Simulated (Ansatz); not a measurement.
# CH5Cl2NSi (SMILES C[Si](N)(Cl)Cl): what the fields show

The calculation's input:

```
crystal:
  periodic: [false, false, false]
  atoms:
    - {symbol: C, position_ang: [-1.356088, -0.419103, 0.098719]}
    - {symbol: Si, position_ang: [0.261260, 0.300193, -0.421395]}
    - {symbol: N, position_ang: [1.517726, -0.165962, 0.620876]}
    - {symbol: Cl, position_ang: [0.804001, -0.341299, -2.290607]}
    - {symbol: Cl, position_ang: [0.016594, 2.347106, -0.559740]}
    - {symbol: H, position_ang: [-1.613951, -0.081524, 1.105953]}
    - {symbol: H, position_ang: [-1.300766, -1.509349, 0.096545]}
    - {symbol: H, position_ang: [-2.150205, -0.100910, -0.578587]}
    - {symbol: H, position_ang: [2.474746, -0.074274, 0.318920]}
    - {symbol: H, position_ang: [1.429782, -0.005976, 1.612317]}
basis:
  gaussian: {orbitals: def2-TZVPP}
hamiltonian: {xc: pbe0, dispersion: d4}
output: {orbitals: {seedname: orbitals}}
```

Command:

```sh
ansatz run in.yaml --threads 4 --pin off --events-out ev --progress --plain --max-ram 10444MiB
```

Geometry: PBE0-D4/def2-TZVP.

Level of theory: RKS PBE0-D4/def2-TZVPP in Ansatz.

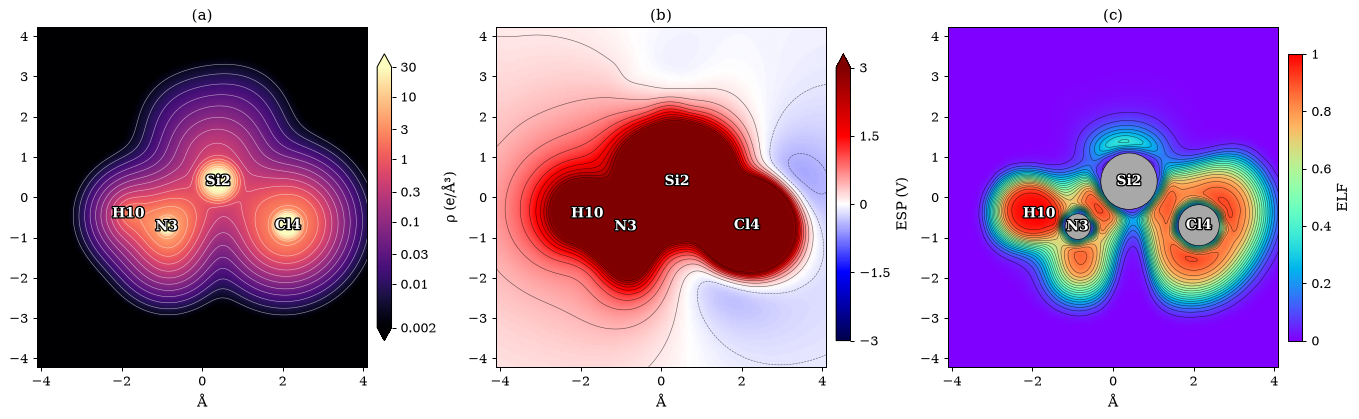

Figure 1. (a) electron density; (b) electrostatic potential; (c) ELF on the plane of atoms N3, Si2 and Cl4. Grey discs cover the atomic cores in the ELF map.

Q: Read the bonding off the picture.

A: The plane passes through Si, N, Cl and H nuclei.
Si–N (1.70 Å): the density is about 1.2 e/Å³ at the midpoint; the ELF peaks at about 0.90 between the atoms, as expected for a polar covalent bond.
Si–Cl (2.05 Å): ρ is about 0.92 e/Å³ halfway; the ELF peaks at about 0.90 between the atoms; a shared but strongly polarised pair.
N–H (1.01 Å): ρ is about 2.9 e/Å³ halfway; the ELF climbs to about 1 towards the hydrogen, as it does in any bond to H (an ordinary covalent bond to hydrogen).
The ELF also peaks beside Cl4, away from the bonds: lone-pair regions.
Outside the dense part of the molecule the potential is most negative (−0.5 V) near Cl4.

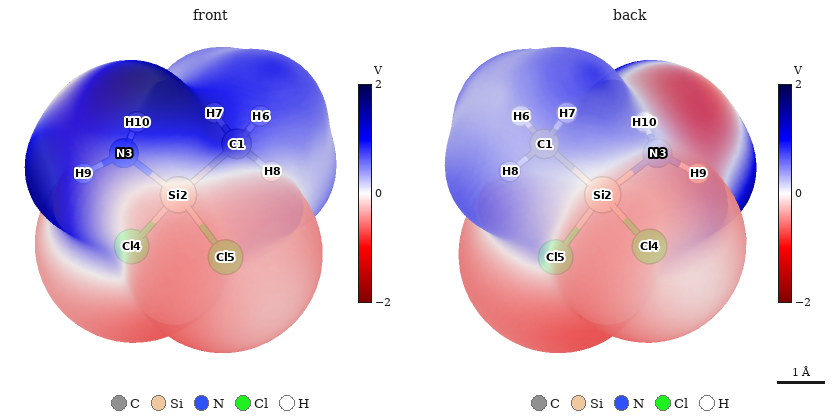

Figure 2. The electrostatic potential painted on the density surface at 0.001 e/bohr³, seen from the front and from behind; red is negative and blue positive.

Q: Where is the surface potential most negative and most positive?

A: The most negative region (about −0.7 V) lies over N3, Cl4 and Cl5, the most positive (about +1.7 V) over H10.

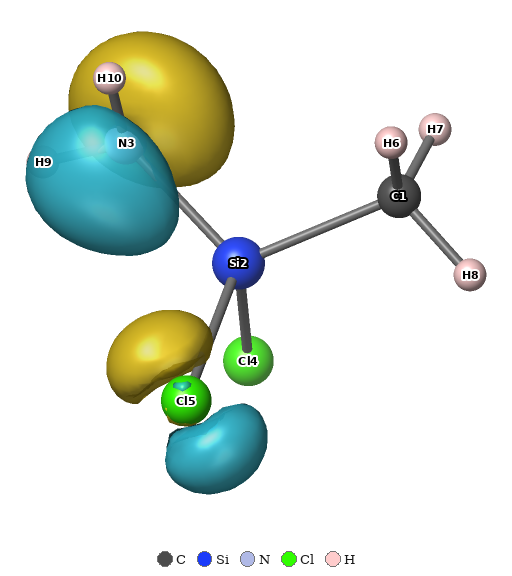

Figure 3. The HOMO at ±0.2 Å⁻³ᐟ² (yellow and cyan are the two phases), seen at a tilt.

Q: Where does this orbital lie, and at what energy?

A: By Hirshfeld shares it lies mainly on N3 (about 60 %), Cl5 (about 20 %) and Si2 (about 10 %). Its energy is −8.03 eV.

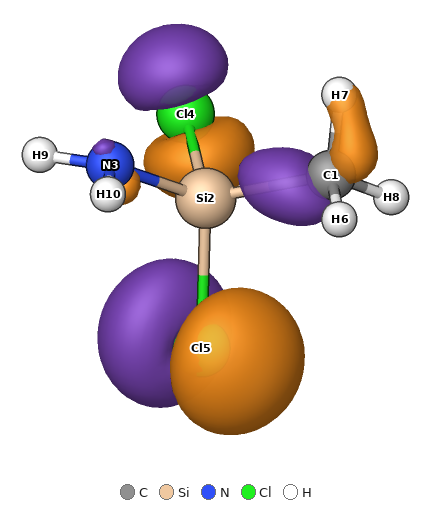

Figure 4. The HOMO−1 at ±0.15 Å⁻³ᐟ² (orange and purple are the two phases), seen from one side.

Q: Describe this orbital and give its energy.

A: By Hirshfeld shares it lies mainly on Cl5 (about 60 %), Cl4 (about 20 %), Si2 (about 5 %) and C1 (about 5 %). Its energy is −8.87 eV.
